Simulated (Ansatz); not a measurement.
The calculation's input:

```
crystal:
  periodic: [false, false, false]
  atoms:
    - { symbol: Si, position_ang: [0.0, 0.0, 0.0] }
    - { symbol: Cl, position_ang: [0.0, 0.0, 2.48] }
    - { symbol: H, position_ang: [1.3768, 0.0, -0.4862] }
    - { symbol: H, position_ang: [-0.6877, 1.1914, -0.4862] }
    - { symbol: H, position_ang: [-0.6877, -1.1914, -0.4862] }
    - { symbol: Br, position_ang: [-2.4768, 0.0, 0.823] }
    - { symbol: H, position_ang: [-1.4158, 0.0, 2.0742] }
basis:
  gaussian: { orbitals: def2-SVP }
hamiltonian:
  xc: pbe
relax:
  f_tol: 0.15
  max_steps: 25
  restrain:
    - { distance: [0, 5], at: 2.31, k: 30.0 }
    - { distance: [6, 1], at: 1.37, k: 30.0 }
    - { distance: [0, 1], at: 3.33, k: 30.0 }
    - { distance: [6, 5], at: 2.75, k: 30.0 }
output:
  orbitals: {}
```

Command:

```sh
ansatz run input.yaml --threads 2 --pin off --max-ram 3072MiB --backend cpu --events-out ev --progress --plain --runs-dir out
```

The fields are those of the run's last geometry, not of the input's.

Not at a stationary point (largest force 1.2 eV/Å).

The calculation used RKS PBE/def2-SVP (Ansatz 0.2.0).

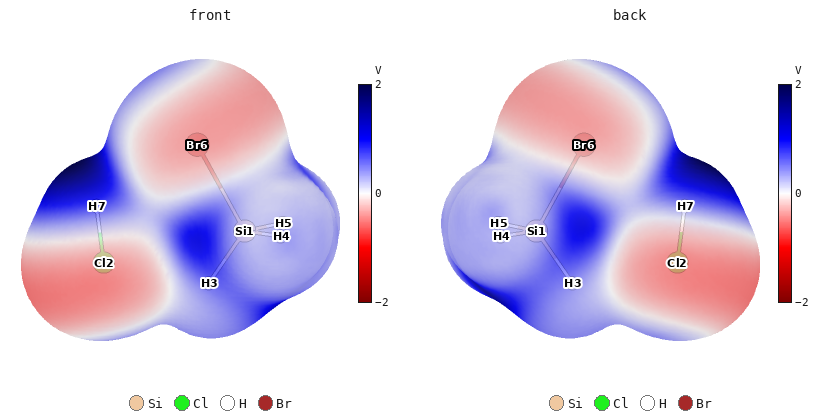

BrH$_{3}$Si···HCl. The molecular electrostatic potential painted on the density surface at 0.002 e/bohr³, seen from the front and from behind; red is negative and blue positive.

### Where is the surface potential most negative and most positive?

The most negative region (about −0.5 V) lies over Cl2, the most positive (about +1.9 V) over H7. Cl2 shows a σ-hole: about +0.4 V at the tip opposite its bond, against about −0.3 V on its flanks. Br6 shows a σ-hole: about +0.5 V at the tip opposite its bond, against about −0.1 V on its flanks.
